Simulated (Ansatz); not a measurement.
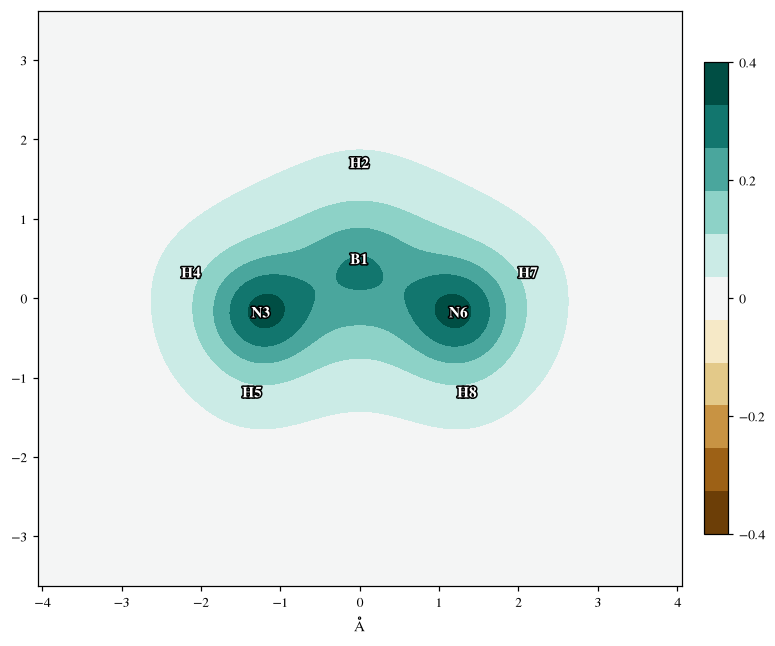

The picture shows: BH5N2. The HOMO−1 on a plane 0.8 Å above the molecular plane (values in Å⁻³ᐟ²; the overall sign is arbitrary).

These are results of RKS B3LYP-D4/def2-SVP (Ansatz), not measurements.

The calculation's input:

```
crystal:
  periodic: [false, false, false]
  atoms:
    - { symbol: B, position_ang: [0.131451, -0.293027, 0.184811] }
    - { symbol: H, position_ang: [0.005206, -0.970637, 1.160841] }
    - { symbol: "N", position_ang: [1.516198, 0.082284, -0.164567] }
    - { symbol: H, position_ang: [2.294971, -0.195396, 0.415748] }
    - { symbol: H, position_ang: [1.771403, 0.699662, -0.924551] }
    - { symbol: "N", position_ang: [-0.984989, 0.114976, -0.57021] }
    - { symbol: H, position_ang: [-1.930498, -0.114397, -0.296056] }
    - { symbol: H, position_ang: [-0.926842, 0.676536, -1.410618] }
basis:
  gaussian: { orbitals: def2-SVP }
hamiltonian:
  xc: b3lyp
  dispersion: d4
relax:
  f_tol: 0.03
  max_steps: 50
output:
  orbitals: {}
```

Run with:

```sh
ansatz run input.yaml --threads 1 --pin off --max-ram 2048MiB --backend cpu --events-out ev --progress --plain --runs-dir out
```

The fields are those of the run's last geometry, not of the input's.

Where does this orbital lie, and at what energy?

Answer. It lies mainly on N3 (about 35 %), N6 (about 35 %) and B1 (about 25 %); it changes sign across the molecular plane (π type); π-bonding across B1–N3 and B1–N6. Its energy is −8.21 eV.
